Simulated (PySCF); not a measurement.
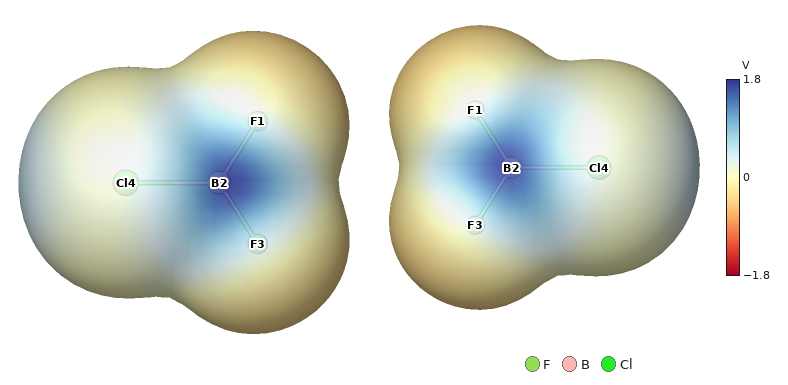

Figure 1: BClF2, SMILES `FB(F)Cl`. Electrostatic potential on the surface of electron density 0.001 a.u. (back view left, front view right).

Level of theory: ωB97X/def2-TZVP (PySCF), at a geometry from GFN2-xTB. No frequency check shows the geometry to be a minimum. GFN2-xTB bond lengths at metals and heavier atoms can be off by up to 0.1 Å and shapes distorted, which carries into these values.

Coordinates in Å:

```
F1       1.1038   -1.1125    0.0000
B2       0.4059   -0.0000    0.0000
F3       1.1044    1.1122    0.0000
Cl4     -1.2884    0.0002    0.0000
```

**Where are the extremes of the potential on the surface?**

Highest: 1.75 V, off the molecular plane, over B2 (1.7 Å), and at like points elsewhere. Further maxima include 0.57 V, 2.0 Å from Cl4. Lowest: −0.42 V, 1.6 Å from F3, and at like points elsewhere. Further minima include −0.07 V, 2.1 Å from Cl4. The surface is sampled at points, so like sites can differ by a few per cent and only the strongest of them is named.

**Does Cl4 carry a σ-hole?**

Yes: a local maximum of +0.57 V lies on the extension of the B2–Cl4 bond.
